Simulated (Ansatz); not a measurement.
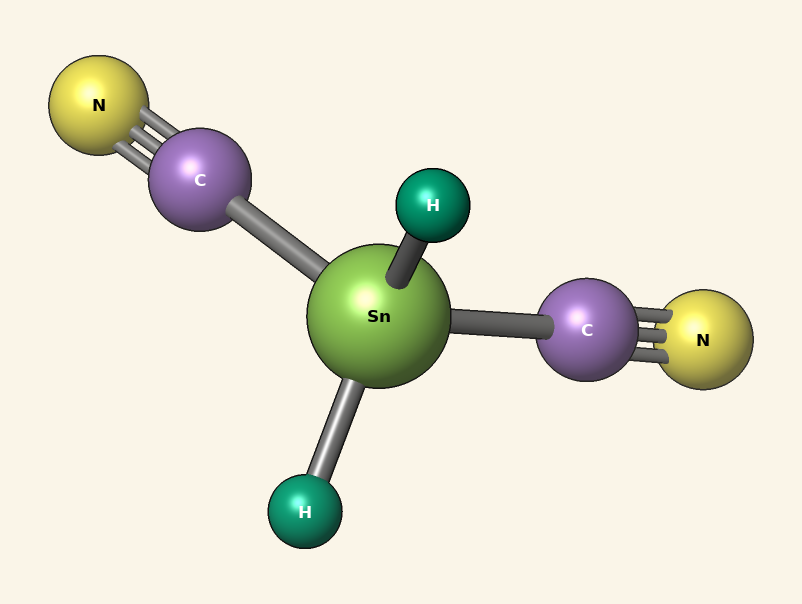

Double and triple bonds are drawn as two and three sticks.

Description:

Formula C₂H₂N₂Sn. SMILES: `N#[C][SnH2][C]#N`. Among its groups: nitrile. The point group is C2v. Coordination: 2 C linear; 1 Sn tetrahedral.

The parts below concern this one geometry. Atoms keep their numbers from picture to picture. Computed geometry: PBE0-D4/def2-TZVP optimisation.

Thermal motion

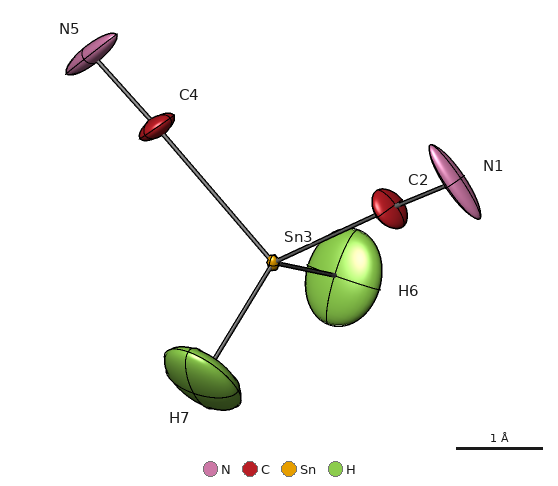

Displacement ellipsoids at the 50 % level, enlarged 1.5 times, from the internal vibrations of the free molecule (harmonic, no overall translation or rotation; no half-axis is drawn under 0.075 Å). Vibrations computed with RKS PBE0-D4/def2-TZVP, core potentials on Sn (Ansatz 0.2.0). Temperature: 400 K.

Question: Which atom moves most?

Answer: H6, H7, with U_eq = 0.0394 Å².

Question: Does H6 move more along its bond or across it?

Answer: Across it: the root-mean-square amplitude is 0.093 Å along the bond and up to 0.250 Å across, since bending and torsion are softer than stretching.

Give the displacement parameters, one line for each set of equivalent atoms.

```tsv
atom	U_eq (Å²)	rms amplitudes (Å)
N1, N5	0.0189	0.048, 0.066, 0.223
C2, C4	0.0086	0.050, 0.103, 0.112
Sn3	0.00069	0.005, 0.011, 0.044
H6, H7	0.0394	0.093, 0.217, 0.250
```

Levels of theory compared

Program: Ansatz 0.2.0.

Tabulate HOMO–LUMO gap (eV), vertical IP (eV), dipole (D) at these levels: B3LYP-D4/def2-TZVPP; PBE-D4/def2-TZVPP; r2SCAN-D4/def2-TZVPP; ωB97M-V/def2-TZVPP.

| level | HOMO–LUMO gap (eV) | vertical IP (eV) | dipole (D) |
| --- | --- | --- | --- |
| B3LYP-D4/def2-TZVPP | 8.32 | 11.95 | 4.73 |
| PBE-D4/def2-TZVPP | 6.53 | 11.49 | 4.56 |
| r2SCAN-D4/def2-TZVPP | 7.09 | 11.69 | 4.66 |
| ωB97M-V/def2-TZVPP | 12.74 | 12.51 | 4.76 |

Vibrations

Harmonic vibrations computed with RKS PBE0-D4/def2-TZVP, core potentials on Sn (Ansatz 0.2.0) at a stationary point of the same level.

Question: How many vibrational modes are there, and where do they lie?

Answer: 15 modes: 76, 205, 221, 225, 326, 429, 435, 462, 556, 633, 692, 2023, 2031, 2327, 2329 cm⁻¹.
